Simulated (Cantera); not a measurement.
A closed system holds: 1 mol CH₄, 1.7 mol NH₃, equilibrated at 1330 Pa.

Method: chemical equilibrium by Gibbs-energy minimisation in Cantera with the NASA 1993 tables (ideal gas, pure condensed phases). Candidate condensed phases: C, C₆H₆, C₇H₈, C₈H₁₈; 92 gas species. The numbers say what is thermodynamically allowed, not how fast it happens.

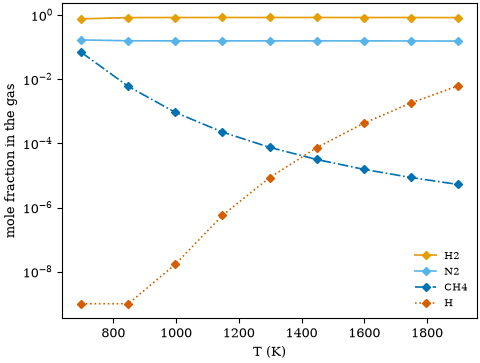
Equilibrium gas composition (values under 1e-9 drawn at 1e-9)

Read off the mole fractions at 1598 K.

H₂ about 0.84, N₂ about 0.16, H about 0.00042, CH₄ about 1.6e-5.
